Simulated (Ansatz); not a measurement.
KF (rock salt)

```yaml
crystal:
  lattice:
    - [0.00000, 5.42078, 5.42078]
    - [2.71039, 2.71039, 5.42078]
    - [2.71039, 2.71039, 0.00000]
  atoms:
    - { symbol: F, position: [0.00000, 0.00000, 0.00000] }
    - { symbol: F, position: [0.50000, 0.00000, 0.00000] }
    - { symbol: K, position: [0.00000, 0.50000, 0.50000] }
    - { symbol: K, position: [0.50000, 0.50000, 0.50000] }
```

A phonon eigenvector at X = (0.5, 0.5, 0.0) is frozen into this cell: atom i moves by Q times the vector below, so Q is the largest atomic displacement, in Å. The cell is held. It is one choice among 2 degenerate patterns. (q is in reciprocal vectors of the primitive cell; the cell shown is doubled to hold the pattern.)

| atom | x | y | z |
|---|---|---|---|
| F1 | 0.000 | -1.000 | 0.000 |
| F2 | 0.000 | 1.000 | 0.000 |
| K3 | 0.000 | -0.436 | 0.000 |
| K4 | 0.000 | 0.436 | 0.000 |

Computed with PBE (plane waves to 420 eV, PAW, scalar-relativistic; Ansatz, an electronic-structure program). k mesh 11×11×11 (Γ-centred), Fermi-Dirac smearing 0.05 eV. E stands for the smeared free energy. KF was relaxed with its symmetry unable to fall. The zero of ΔE is the undisplaced structure.

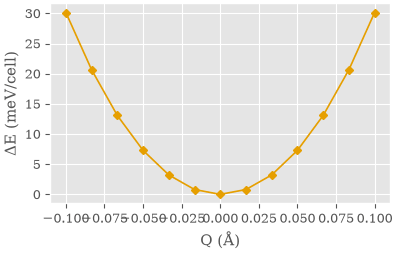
ΔE (meV/cell) against Q (Å); one marker a computed point.

Task: What is the energy change at Q = 0.100 Å?

Result: About 30 meV/cell.

Task: What harmonic wavenumber does the curvature at Q = 0 give?

Result: About 170 cm⁻¹.

(A displaced cell: forces are minus the slopes of the energy, force constants its curvatures, and phonons follow from these.)
